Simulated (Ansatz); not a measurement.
## TiC: response to strain

Base system: TiC in the rock salt structure (space group Fm-3m, No. 225; a = 4.328 Å; relaxed with 0.1 eV smearing).

Strains are applied to the cell and any free atomic positions relax.

All numbers come from r2SCAN/PAW in Ansatz (a quantum-chemistry and plane-wave program), spin-orbit coupling left out.

Notes on the quantities. energy relative to the base: free energy F.

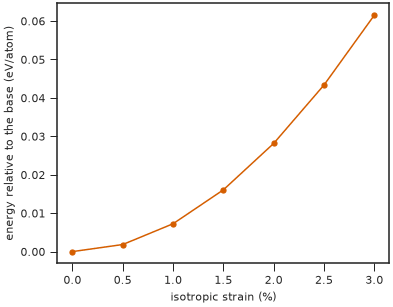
*Energy relative to the base against isotropic strain*

**Question.** From the plot, what is the energy relative to the base for isotropic strain +0.50 %?

**Answer.** About 0.002 eV/atom.

**Question.** Is the trend monotonic over the range shown?

**Answer.** Yes, it rises throughout, spanning 0 meV/atom to +62 meV/atom.

Stability against distortions was not tested. The final runs are not spin-polarised.
